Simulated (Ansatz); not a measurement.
In doubt: masses and optical values from hybrid runs of this build are listed as unsure (in some of the runs), which bears on the screening that GW takes from such a start.

Two G0W0 runs on VBiO4 (I4_1/a).

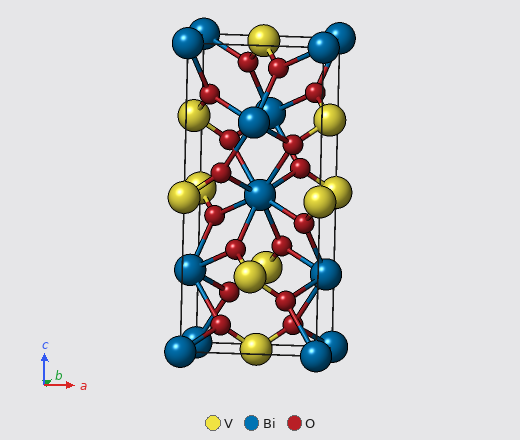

The structure (vanadium yellow, bismuth blue, oxygen red). Some periodic images of atoms are drawn too.

It takes space group I4_1/a (No. 88, tetragonal). Conventional cell: a = 5.122 Å, b = 5.122 Å, c = 11.592 Å, α = 90.00°, β = 90.00°, γ = 90.00°. Nearest to V lie 4 O at 1.73 Å. Nearest to Bi lie 8 O at 2.42 to 2.47 Å. Nearest to O lie 1 V at 1.73 Å and 2 Bi at 2.42 to 2.47 Å. Farther neighbours and most contacts between anions are not listed.

```yaml
crystal:
  lattice:
    - [-2.56105, 2.56105, 5.79606]
    - [2.56105, -2.56105, 5.79606]
    - [2.56105, 2.56105, -5.79606]
  atoms:
    - { symbol: V, position: [0.50000, 0.50000, 0.00000] }
    - { symbol: V, position: [0.25000, 0.75000, 0.50000] }
    - { symbol: Bi, position: [0.00000, 0.00000, 0.00000] }
    - { symbol: Bi, position: [0.75000, 0.25000, 0.50000] }
    - { symbol: O, position: [0.17085, 0.56190, 0.89101] }
    - { symbol: O, position: [0.31190, 0.92090, 0.89105] }
    - { symbol: O, position: [0.02984, 0.42085, 0.10895] }
    - { symbol: O, position: [0.67090, 0.27984, 0.10899] }
    - { symbol: O, position: [0.07910, 0.97016, 0.39101] }
    - { symbol: O, position: [0.72016, 0.82915, 0.39105] }
    - { symbol: O, position: [0.57915, 0.68810, 0.60899] }
    - { symbol: O, position: [0.43810, 0.32910, 0.60895] }
```

The cell and positions are those that the Materials Project relaxed with its own functionals (PBE, PBE+U or r2SCAN), kept fixed. Spin-orbit coupling is left out unless a run names it.

The first (Ansatz 0.2.0; start LDA, 4×4×4 mesh, 345 empty bands, screening to 100 eV, PAW set soft_1 files; 1 × NVIDIA H100 80GB HBM3 (shared by 6 runs) with 3 threads of AMD EPYC 7R13 (Zen 3), shared host) gave, on its mesh: starting gap 2.17 eV, G0W0 gap 3.50 eV, RPA ε∞ (mean) 7.17, 39 s.

Question: The second changes start from LDA to Hartree-Fock. What does it give?

It gave: starting gap 10.69 eV, G0W0 gap 4.56 eV, RPA ε∞ (mean) 2.65, 2.8 min. The G0W0 gap moves by +1.05 eV, +8.52 eV from the start and −7.47 eV from the correction. Σc changes by −1.20 eV at the valence top and +1.78 eV at the conduction bottom, and Σx − Vxc between them by −10.43 eV.

Limits: not at the basis limit; no spin polarisation; d states lean on the start; no spin-orbit coupling.

[Paths, hosts, dates, memory and timing lines, banners, echoed tables and standing remarks are left out of the program output.]

[Logs are printed without paths, hosts, clocks, repeated set-up lines and the standing remarks that a program may print on its own settings, such as how far it seeks lower states.]

[Runs of the session that timed out or met a known fault of the program may be left out.]

[Cells called generated may have been cut or substituted from an entry of the Crystallography Open Database or the Materials Project.]

[Hosts, paths, dates, database ids (printed as entryN), source tags and the programs' standing remarks are cut or masked in the printed files.]
